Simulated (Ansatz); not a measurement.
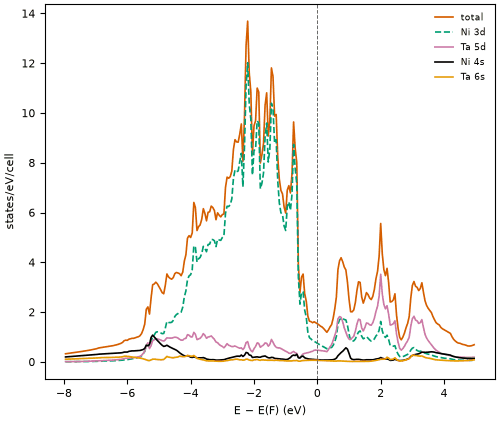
Fig. 1. Total and projected density of states of TaNi3 in space group I4/mmm (No. 139; Ta on 2a, Ni on 2b, Ni on 4d), DFT-PBEsol in the program Ansatz with PAW potentials

Q: Which orbitals carry the states next to the Fermi level?

A: Within 0.5 eV of the Fermi level: Ni 3d 58 %, Ta 5d 25 %, Ni 4s 6 %, outside the projected shells 7 %. Projections are on Löwdin-orthogonalised atomic valence shells; empty p or d shells of many metals are not among them.

Q: Where is the tallest occupied peak in this window, and what makes it?

A: Near -2.2 eV, about 14 states/eV per cell; the largest projected share is Ni 3d.

The workflow started from a Materials Project entry (that database holds measured and hypothetical structures alike); the Crystallography Open Database files this formula in space group No. 139, but the cells were not matched. Its standing as an ambient phase is unchecked. The PBEsol relaxation kept the symmetry of its start; whether a distortion lowers the energy is not shown. The run is not spin-polarised. The program gave a warning on the electronic state, which may not be the lowest. Scalar-relativistic: spin–orbit coupling is off unless named, which matters more the heavier the elements.

Potentials: the later of the program's two PAW sets.
